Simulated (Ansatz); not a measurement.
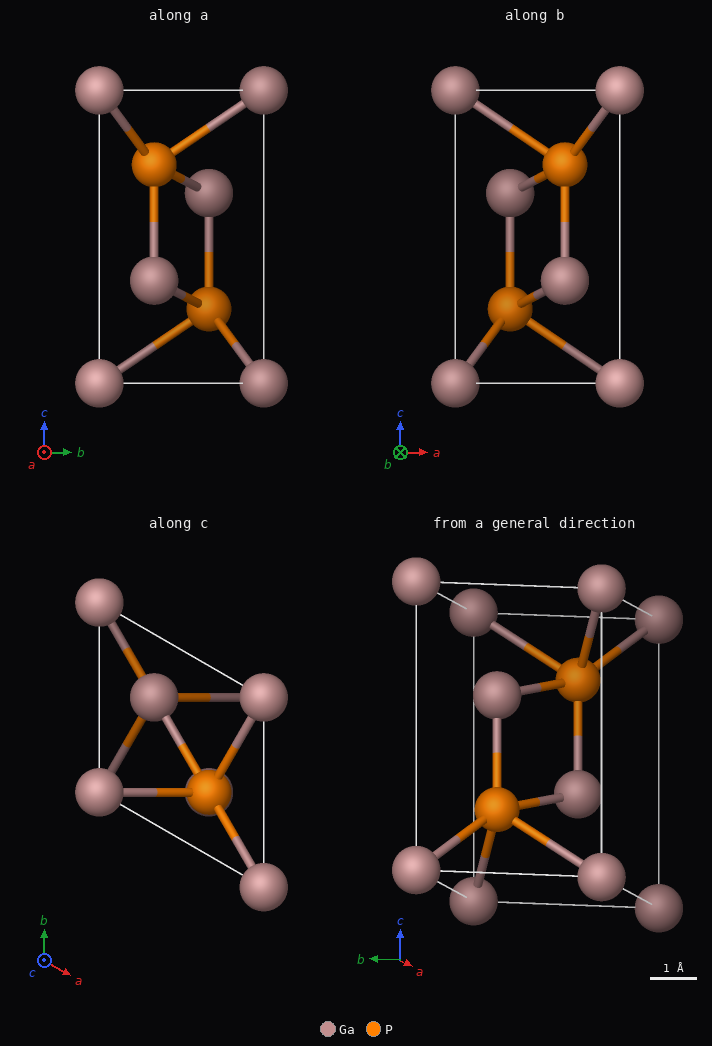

Drawn in the ball-and-stick manner and seen along the a axis, along the b axis, along the c axis and from a general direction. The parallelepiped is the conventional unit cell.

Cell parameters: a = 4.207 Å, b = 4.207 Å, c = 6.494 Å, α = 90.00°, β = 90.00°, γ = 120.00°.

Contacts drawn as bonds: Ga–P up to 2.98 Å (cut-off distances).

**Formula?**

Ga₃P₂. The cell holds 3 Ga, 2 P, counting shared atoms by their share.

**What space-group symmetry does the structure have?**

P-3m1 (No. 164), with Ga on 1a, Ga on 2d and P on 2d.

Provenance: a textbook structure type filled with these elements (whether it is the usual form wasn't checked). Atoms and cell were optimised with DFT PBE, scalar-relativistic, plane waves, PAW (Ansatz 0.2.0).
